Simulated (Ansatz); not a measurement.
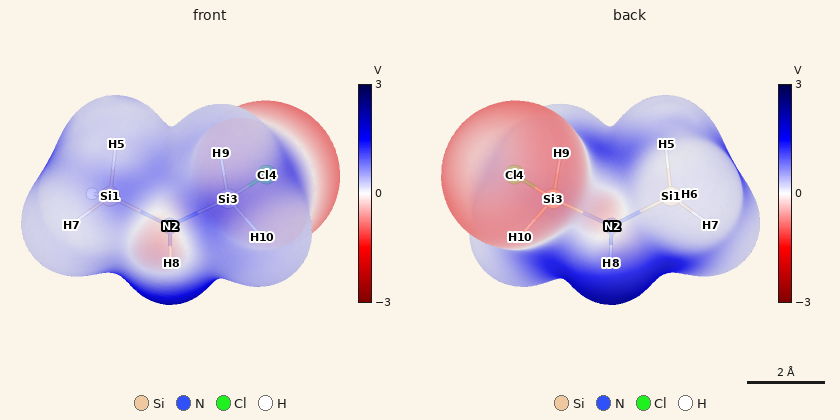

Figure. ClH$_{6}$NSi$_{2}$ (SMILES [SiH3]N[SiH2]Cl). The molecular electrostatic potential painted on the density surface at 0.002 e/bohr³, seen from the front and from behind; red is negative and blue positive.

These are results of RKS B3LYP/6-31G* (Ansatz 0.2.0), not measurements.

```xyz
10

Si   -0.3754    1.4833    0.4585
N     0.1935   -0.1688    0.6043
Si    0.4745   -1.3291   -0.6384
Cl   -1.2133   -2.4584   -1.1522
H    -0.2510    1.8570   -0.9715
H    -1.7907    1.6466    0.8896
H     0.4575    2.3867    1.2970
H     0.2235   -0.5395    1.5510
H     0.8867   -0.6178   -1.8658
H     1.4777   -2.3113   -0.1695
```

Question: Where is the surface potential most negative and most positive?

Answer: The most negative region (about −0.8 V) lies over Cl4, the most positive (about +2.2 V) over H8.
